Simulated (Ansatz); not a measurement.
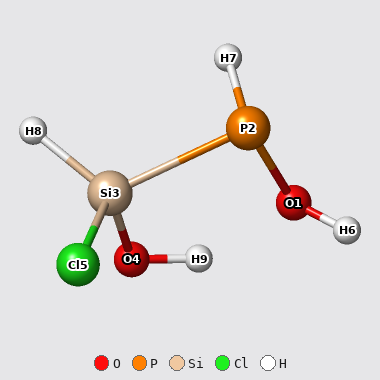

The system is ClH₄O₂PSi, SMILES OP[SiH](O)Cl; the picture shows the reference structure. First axis: dihedral P2–Si3–O4–H9. Second axis: dihedral O1–P2–Si3–O4. Nothing is relaxed (all other coordinates rigid). Grid: 18 × 18 points. All energies are given in kJ/mol relative to the relaxed molecule at the same level. Theory: RKS SPW92 (LDA)/def2-SVP (Ansatz 0.2.0).

Its coordinates:

```xyz
9

O    -0.0121    1.6827    0.1752
P     0.4560    0.7394   -1.1769
Si   -0.0748   -1.1668   -0.0265
O    -0.3278   -0.5380    1.4708
Cl   -1.7950   -1.9690   -0.8375
H    -0.6299    2.3784   -0.1237
H     1.8572    0.6222   -0.8278
H     0.9557   -2.2524   -0.0239
H    -0.3408    0.4573    1.3532
```

Range: dihedral P2–Si3–O4–H9 from −180 to 160°; dihedral O1–P2–Si3–O4 from −180 to 160°.

Predict the map.

Answer. The lowest grid point is at dihedral P2–Si3–O4–H9 = 0°, dihedral O1–P2–Si3–O4 = 0°, 1.1 kJ/mol from the relaxed molecule at the same level. Higher local minima lie near dihedral P2–Si3–O4–H9 = −160°, dihedral O1–P2–Si3–O4 = 80° (32.2 kJ/mol above the lowest at that grid point); dihedral P2–Si3–O4–H9 = 40°, dihedral O1–P2–Si3–O4 = 80° (35.8 kJ/mol above the lowest at that grid point); dihedral P2–Si3–O4–H9 = −180°, dihedral O1–P2–Si3–O4 = −160° (40.2 kJ/mol above the lowest at that grid point). The highest grid point, dihedral P2–Si3–O4–H9 = −60°, dihedral O1–P2–Si3–O4 = −100°, lies 69.6 kJ/mol above the lowest. On the interpolated surface the easiest way out of the lowest well to the well at about dihedral P2–Si3–O4–H9 = 45°, dihedral O1–P2–Si3–O4 = 80° passes a barrier of about 39 kJ/mol. Round the minimum the valley is strongly tilted: raising dihedral P2–Si3–O4–H9 shifts the best value of dihedral O1–P2–Si3–O4 downwards (coupling k₁₂/√(k₁₁k₂₂) about 0.8). At the lowest point O1···H9 is 1.71 Å, a hydrogen-bond distance.

| dihedral O1–P2–Si3–O4 ↓, dihedral P2–Si3–O4–H9 → | −160 | −120 | −80 | −40 | 0 | 40 | 80 | 120 | 160 |
| --- | --- | --- | --- | --- | --- | --- | --- | --- | --- |
| 160 | 47.4 | 56.7 | 61.8 | 57.6 | 53.6 | 54.7 | 56.0 | 52.8 | 46.3 |
| 120 | 44.4 | 54.1 | 63.3 | 60.2 | 49.6 | 48.3 | 54.5 | 55.0 | 46.8 |
| 80 | 33.3 | 38.6 | 45.8 | 45.6 | 42.2 | 36.9 | 39.6 | 41.6 | 37.0 |
| 40 | 42.8 | 44.9 | 39.8 | 21.9 | 29.2 | 43.4 | 47.8 | 46.5 | 43.1 |
| 0 | 51.3 | 57.6 | 55.1 | 31.2 | 1.1 | 26.8 | 52.0 | 56.3 | 51.4 |
| −40 | 46.4 | 53.0 | 56.9 | 49.6 | 28.6 | 14.0 | 34.8 | 44.2 | 44.4 |
| −80 | 48.4 | 59.1 | 66.2 | 62.7 | 52.5 | 46.6 | 49.9 | 50.8 | 46.2 |
| −120 | 48.1 | 58.1 | 68.3 | 68.4 | 58.9 | 53.4 | 56.2 | 56.0 | 49.5 |
| −160 | 42.4 | 49.9 | 56.9 | 57.3 | 54.6 | 48.8 | 48.3 | 46.8 | 42.3 |

The table holds every second grid line.

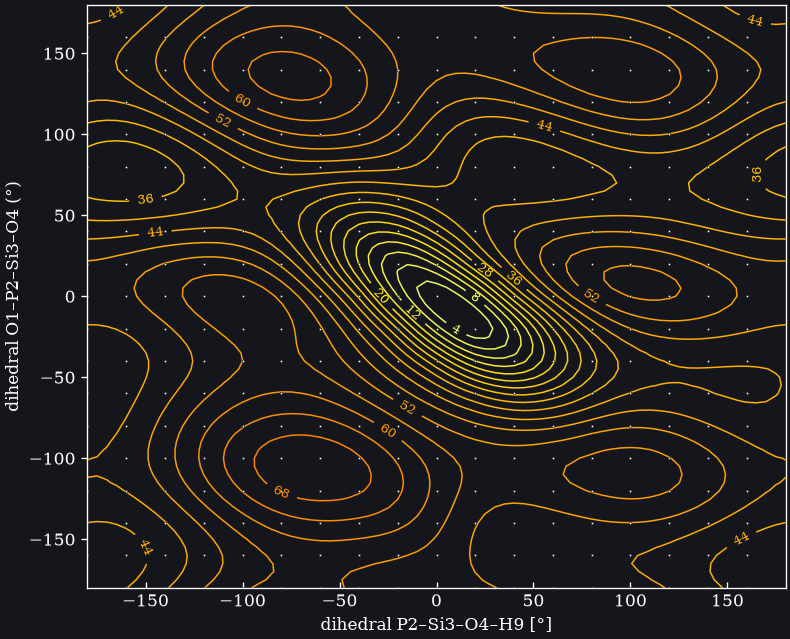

In the figure: contour lines labelled in kJ/mol, dots at the grid points. Between grid points the surface is interpolated.

Time for the 324 points that were run: 13 min on 1 thread of Arm Neoverse V1 (shared host).
